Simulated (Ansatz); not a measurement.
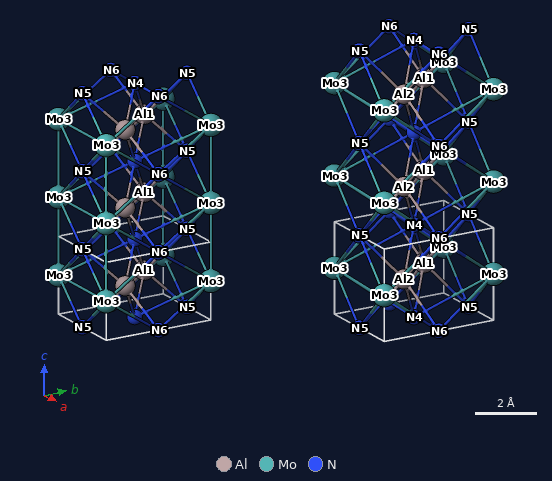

Two geometries of crystalline Al2MoN3 (a generated structure, set up in P6/mmm) (coarse preliminary run), drawn at one scale. One is the start of a relaxation, the other its converged end. Style: ball-and-stick. Shown: the cell of the calculation, repeated 1 × 1 × 3 with one cell outlined, slightly off an axis.

Theory: Ansatz, DFT PBE, scalar-relativistic, plane waves, PAW. Set-up: plane-wave cutoff 420 eV; k-point mesh 6 × 6 × 6; occupations gaussian; smearing width 0.1 eV; collinear spin; cell and atoms relaxed; force threshold 0.04 eV/Å; at most 70 steps.

### Which geometry has the lower energy?

The left one is the relaxed one. The atoms keep their places relative to the cell (all moves are under 0.005 Å). The volume changes by −22.5 %, with a = b 5.413 → 5.188 Å (−4.2 %), c 3.124 → 2.637 Å (−15.6 %). Among the contacts that change: Mo3–Mo3 3.124 → 2.637 Å, Mo3–N4 3.125 → 2.910 Å, Al1–N4 2.210 → 1.995 Å. Among the angles between lasting bonds that change: Al1–N5–Al1 90.0° → 82.7°, N4–Al1–N4 90.0° → 82.7°, Al1–N5–Al2 90.0° → 97.3°. The space group stays P6/mmm (No. 191). After 7 accepted moves (9 points after the start) the energy has fallen by 509 meV per atom. All forces vanish by symmetry, so only the cell relaxes. Pressure: −26.73 GPa at the start and 0.00 GPa at the end. The SCF was repeated twice at an unchanged geometry on a basis and grid sized afresh for the cell, which shifted the energy by 2.3 meV per atom at most.
